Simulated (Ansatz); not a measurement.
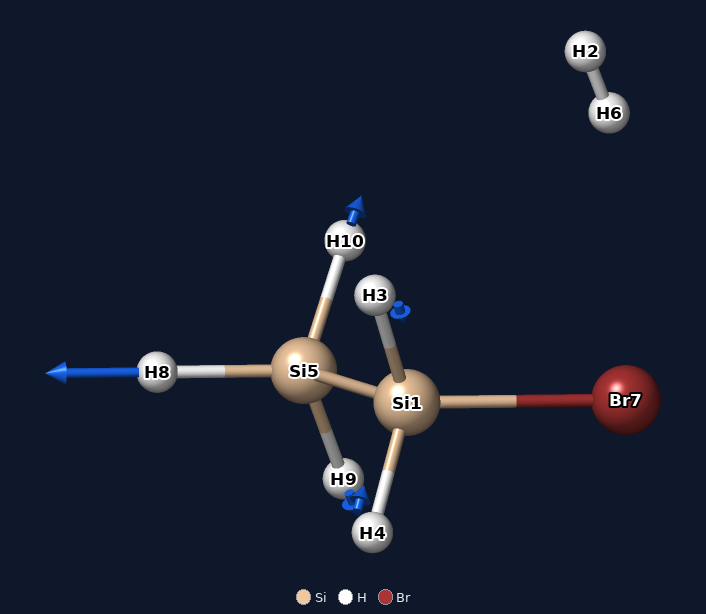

The arrows show one normal mode. Harmonic vibrations computed with RKS PBE0-D4/def2-TZVP (Ansatz 0.2.0) at a stationary point of the same level.

### What kind of motion is it?

Mostly Si–H stretching.

### Estimate its harmonic wavenumber.

2217 cm⁻¹; it is mode 19 of 24 counted from the lowest.
